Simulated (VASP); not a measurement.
Energy against volume of KCl (rock salt). All values below come from PBE0 hybrid, VASP's PBE PAW potentials (set 64) (plane waves; VASP).

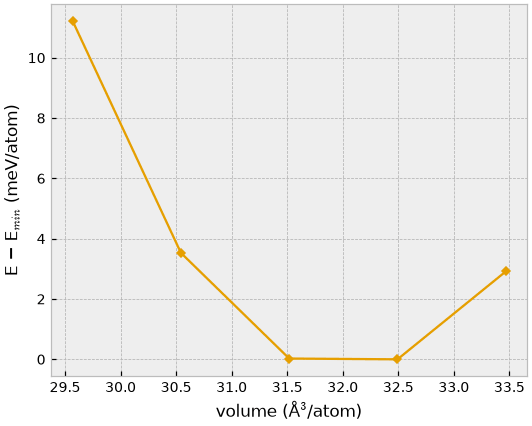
Figure. Energy against volume

**Question.** Estimate the equilibrium volume and the bulk modulus.

**Answer.** The minimum lies near 32.0 Å³/atom, and the curvature gives B0 of about 17 GPa.

The compound is KCl in the rock salt structure. It was relaxed first. The cell's shape comes from a PBE relaxation.
